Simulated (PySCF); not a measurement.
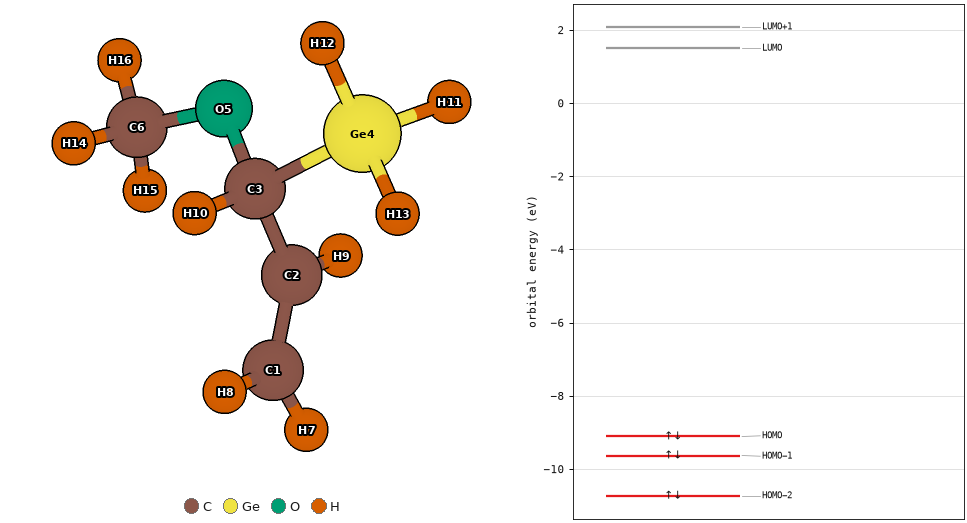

C₄H₁₀GeO, SMILES C=C[C@@H]([GeH3])OC, singlet. Kohn-Sham orbital energies near the frontier, ωB97X-D/def2-SVPD in PySCF 2.14.0, at a PBE0-D3(BJ)/def2-SVP geometry (no frequency check), isolated molecule; empty levels in grey, levels within 0.03 eV side by side.

> Where do the frontier orbitals lie?

HOMO at −9.11 eV, LUMO at 1.49 eV, 10.61 eV apart.

> How does −ε(HOMO) compare with the ΔSCF vertical ionisation energy at this level?

−ε(HOMO) is 9.11 eV, the ΔSCF value 9.25 eV; the orbital energy is 0.14 eV too shallow.

> How far below the HOMO does the next level lie?

0.52 eV.

Note: one conformer of a flexible molecule; empty levels above zero depend strongly on the basis.
